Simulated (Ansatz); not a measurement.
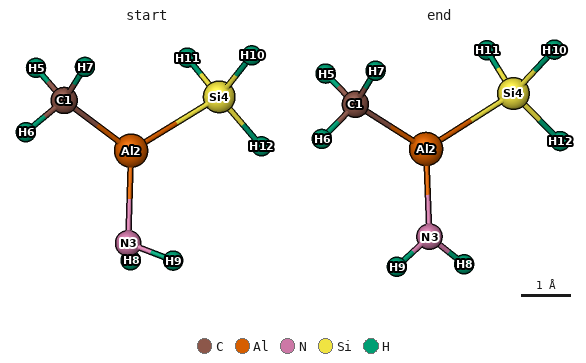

The structure of CH8AlNSi (coarse preliminary run) before (left) and after (right) a relaxation, at one scale.

Style: ball-and-stick. Shown at a tilt.

The start comes from a force field.

Method: Ansatz, RKS PBE-D4/def2-SVP. (force threshold 0.03 eV/Å; at most 200 steps)

### What changed between the two?

After 12 geometry steps the energy has fallen by 0.908 eV. Largest force component: 2 eV/Å at the start, 0.02 eV/Å at the end. The largest move after the best rigid fit is that of H9, 1.42 Å. Largest moves by element: H 1.42 Å, N 0.22 Å, Si 0.17 Å, C 0.12 Å, Al 0.05 Å. Some distances before and after: Si4–H10 1.406 → 1.512 Å, Al2–N3 1.893 → 1.791 Å, Al2–Si4 2.383 → 2.460 Å, N3–H9 1.088 → 1.024 Å. Bond angles that change, for instance: Al2–N3–H8 108.4° → 125.2°, Al2–Si4–H11 105.2° → 112.4°, H10–Si4–H12 113.5° → 106.6°.
